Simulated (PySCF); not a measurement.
Breaking a bond: SiBr, doublet.

Levels of theory: UKS-TPSSh = unrestricted TPSSh/def2-TZVP (PySCF); ROHF/def2-TZVP (PySCF); UMP2 = MP2 on UHF/def2-TZVP, 14 core orbitals frozen (PySCF).

Energies are in kJ/mol, each relative to the lowest point of its own curve near equilibrium.

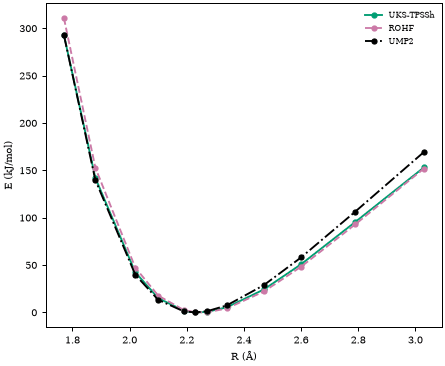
*Energy against bond length for each method.*

```
R / Å  UKS-TPSSh   ROHF   UMP2
-----  ---------  -----  -----
1.77       293.0  310.9  292.8
1.88       142.1  152.9  139.8
2.02        42.3   47.2   39.7
2.10        15.1   17.7   13.2
2.19         1.7    2.4    1.0
2.23         0.0    0.1    0.0
2.27         0.4    0.0    1.2
2.34         5.3    4.1    7.3
2.47        24.2   22.1   28.8
2.60        50.8   48.2   58.0
2.79        95.5   93.0  106.5
3.03       153.1  151.9  169.3
```

At the longest distance, 3.03 Å, UMP2 lies highest above its minimum (169.3 kJ/mol) and ROHF lowest (151.9 kJ/mol).

The scan ran from 1.77 to 9.00 Å; beyond the distances shown one of the unrestricted levels run for this scan, shown here or not, changes its spin distribution in one step.
